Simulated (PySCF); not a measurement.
# C$_{4}$H$_{7}$ClOSi$_{2}$ (SMILES [SiH3]OC1=CC=C(Cl)[SiH2]1): what the fields show

```xyz
15

Si    2.8046   -0.2385    0.2157
O     1.3772   -0.9471   -0.0890
C     0.1147   -0.4912   -0.1047
C    -0.9338   -1.2870   -0.3935
C    -2.2384   -0.6586   -0.3729
C    -2.2485    0.6478   -0.0680
Cl   -3.6924    1.5783    0.0102
Si   -0.4904    1.2746    0.2480
H     3.6735   -1.3886    0.0291
H     3.0532    0.8502   -0.7321
H     2.8300    0.3081    1.5745
H    -0.8388   -2.3356   -0.6293
H    -3.1220   -1.2381   -0.5936
H    -0.2615    1.6913    1.6285
H    -0.0320    2.2424   -0.7448
```

Geometry: GFN2-xTB.

Method: PBE0/pcSseg-1, SCF density, gas phase, non-relativistic (PySCF 2.14.0).

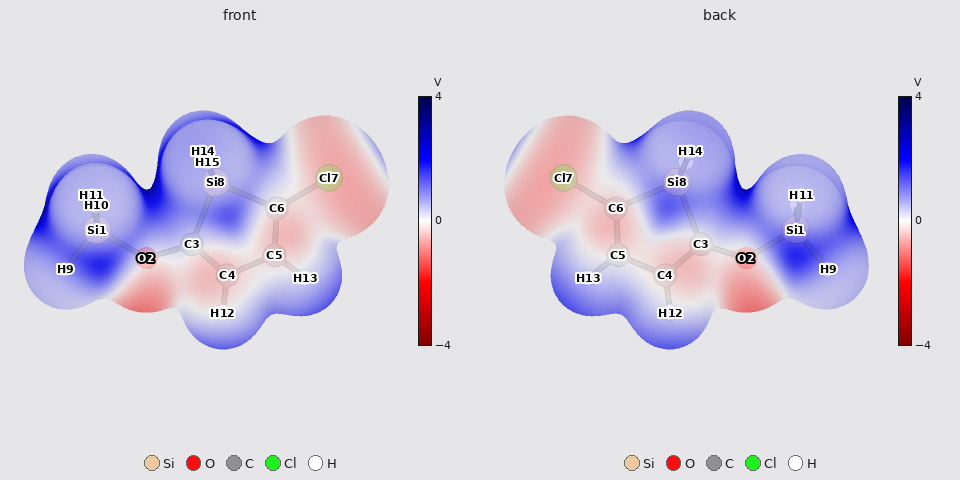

Figure 1. The molecular electrostatic potential painted on the density surface at 0.004 e/bohr³, seen from the front and from behind; red is negative and blue positive.

**Which sites attract a positive test charge, and which a negative one?**

A positive charge is drawn to the negative regions and a negative charge to the positive ones. The most negative region (about −1.0 V) lies over O2, the most positive (about +3.0 V) over Si1 and Si8. Cl7 shows a σ-hole: about +0.7 V at the tip opposite its bond, against about −0.5 V on its flanks. O2 is the likeliest acceptor of a hydrogen bond.

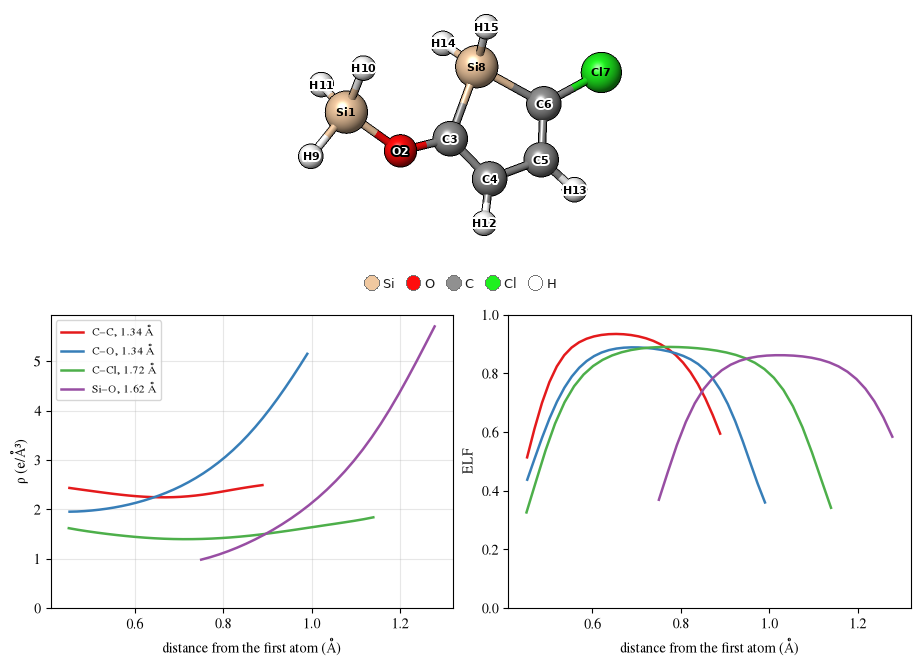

Figure 2. Total electron density and ELF along straight lines between neighbouring atoms. The curves leave out the atomic cores. The structure is drawn too.

**Compare the contacts.**

C–C (1.34 Å): ρ at the midpoint is about 2.2 e/Å³; the ELF peaks at about 0.95 between the atoms (a multiple bond).
C–O (1.34 Å): ρ at the midpoint is about 2.3 e/Å³; the ELF peaks at about 0.90 between the atoms; a shared but strongly polarised pair.
C–Cl (1.72 Å): ρ is about 1.5 e/Å³ halfway; the ELF peaks at about 0.90 between the atoms: localised, covalent bonding.
Si–O (1.62 Å): ρ at the midpoint is about 1.2 e/Å³; the ELF peaks at about 0.85 between the atoms: a polar covalent bond.
